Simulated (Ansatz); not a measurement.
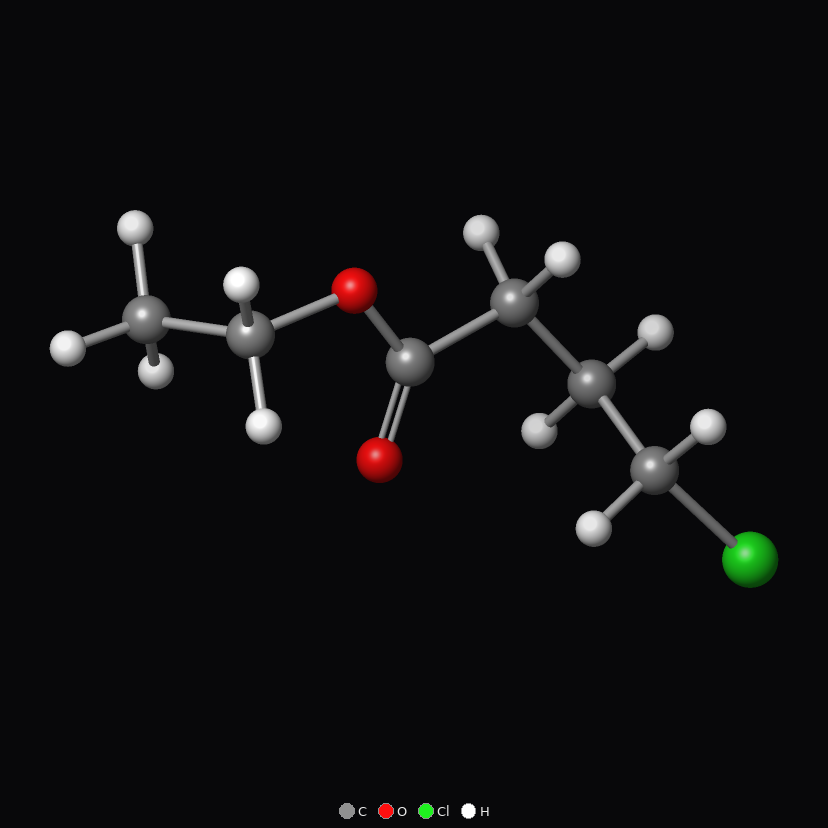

The structure as it stands in the input.

Input file:

```yaml
crystal:
  periodic: [false, false, false]
  atoms:
    - {symbol: C, position_ang: [-1.984006, -1.644325, -2.036989]}
    - {symbol: C, position_ang: [-1.375150, -1.995906, -0.702175]}
    - {symbol: O, position_ang: [-1.229494, -0.835439, 0.129253]}
    - {symbol: C, position_ang: [-0.129893, -0.099051, -0.060030]}
    - {symbol: O, position_ang: [0.733232, -0.369154, -0.852974]}
    - {symbol: C, position_ang: [-0.134367, 1.109314, 0.838464]}
    - {symbol: C, position_ang: [1.170800, 1.885970, 0.822479]}
    - {symbol: C, position_ang: [2.294701, 1.119222, 1.481869]}
    - {symbol: Cl, position_ang: [3.793751, 2.085018, 1.525468]}
    - {symbol: H, position_ang: [-1.320453, -0.991149, -2.605028]}
    - {symbol: H, position_ang: [-2.146264, -2.554315, -2.619329]}
    - {symbol: H, position_ang: [-2.946946, -1.146677, -1.906041]}
    - {symbol: H, position_ang: [-2.023651, -2.660765, -0.130865]}
    - {symbol: H, position_ang: [-0.397996, -2.465358, -0.826053]}
    - {symbol: H, position_ang: [-0.406105, 0.786609, 1.848192]}
    - {symbol: H, position_ang: [-0.959612, 1.746377, 0.504047]}
    - {symbol: H, position_ang: [1.030046, 2.835487, 1.344444]}
    - {symbol: H, position_ang: [1.450783, 2.116653, -0.207429]}
    - {symbol: H, position_ang: [2.524721, 0.206383, 0.935695]}
    - {symbol: H, position_ang: [2.055930, 0.871095, 2.517012]}
basis:
  gaussian: {orbitals: cc-pVTZ-DK, nuclear_model: gaussian}
hamiltonian: {xc: {name: rPW86-PBE}}
output: {forces: true}
```

Command:

```sh
ansatz run in.yaml --threads 4 --pin off --events-out ev --progress --plain --max-ram 66560MiB --backend cuda --devices 0, --max-vram 37GiB
```

Output:

```
Functional definition: rPW86-PBE
  name "rPW86-PBE"
  cite "Murray, Lee & Langreth, J. Chem. Theory Comput. 5, 2754 (2009) doi:10.1021/ct900365q"
  cite "Perdew, Burke & Ernzerhof, Phys. Rev. Lett. 77, 3865 (1996) doi:10.1103/PhysRevLett.77.3865"
  parent pbe
  exchange = rpw86_x
  correlation = pbe_c
2262 factors; their error is unknown
mean field evaluation 1: about -23076.7912 eV, gradient 1.0e2 eV
mean field evaluation 2: about -23034.5711 eV, gradient 1.7e2 eV
mean field evaluation 4: about -23099.2083 eV, gradient 2.4e1 eV
mean field evaluation 8: about -23100.2360 eV, gradient 4.3e-1 eV
mean field evaluation 16: about -23100.1741 eV, gradient 3.5e-3 eV
mean field -23100.17410697 eV, -848.9157405709 hartree, gradient 1.2e-5 eV, S^2 0.000000; 0 other end points of the search recorded, 0 dependent functions left out
the calculation of the forces begins
reference -23100.17425394 eV, -848.9157459719 hartree; 40, 40 occupied and 388, 388 virtual orbitals, 2262 factors
Total energy: -23100.17425394 eV, -848.9157459719 hartree
Relativity: scalar
Atom 0 at    -1.984006    -1.644325    -2.036989 Å, force    -0.113129     0.022774    -0.247170 eV/Å
Atom 1 at    -1.375150    -1.995906    -0.702175 Å, force    -0.030837    -0.681558    -0.181173 eV/Å
Atom 2 at    -1.229494    -0.835439     0.129253 Å, force    -0.835914     0.063786     0.670377 eV/Å
Atom 3 at    -0.129893    -0.099051    -0.060030 Å, force    -0.095186     0.545857     0.488578 eV/Å
Atom 4 at     0.733232    -0.369154    -0.852974 Å, force     1.077798    -0.289840    -0.955799 eV/Å
Atom 5 at    -0.134367     1.109314     0.838464 Å, force    -0.263938     0.114458     0.157783 eV/Å
Atom 6 at     1.170800     1.885970     0.822479 Å, force     0.003418     0.255160    -0.063495 eV/Å
Atom 7 at     2.294701     1.119222     1.481869 Å, force    -0.260926    -0.397779     0.090463 eV/Å
Atom 8 at     3.793751     2.085018     1.525468 Å, force     0.683600     0.390996     0.040377 eV/Å
Atom 9 at    -1.320453    -0.991149    -2.605028 Å, force     0.042421     0.050930    -0.064609 eV/Å
Atom 10 at    -2.146264    -2.554315    -2.619329 Å, force    -0.025942    -0.074013    -0.072745 eV/Å
Atom 11 at    -2.946946    -1.146677    -1.906041 Å, force    -0.088567     0.044669    -0.006505 eV/Å
Atom 12 at    -2.023651    -2.660765    -0.130865 Å, force    -0.054685    -0.072626     0.049059 eV/Å
Atom 13 at    -0.397996    -2.465358    -0.826053 Å, force     0.082146    -0.064821    -0.019902 eV/Å
Atom 14 at    -0.406105     0.786609     1.848192 Å, force    -0.033398     0.002934     0.109432 eV/Å
Atom 15 at    -0.959612     1.746377     0.504047 Å, force    -0.081977     0.079608     0.001473 eV/Å
Atom 16 at     1.030046     2.835487     1.344444 Å, force    -0.008669     0.095586     0.035184 eV/Å
Atom 17 at     1.450783     2.116653    -0.207429 Å, force     0.021776     0.034048    -0.088033 eV/Å
Atom 18 at     2.524721     0.206383     0.935695 Å, force     0.010820    -0.080398    -0.027123 eV/Å
Atom 19 at     2.055930     0.871095     2.517012 Å, force    -0.028812    -0.039770     0.083827 eV/Å
Dipole moment:    -0.720134    -0.251777     0.064822 e Å
```

The run converged.
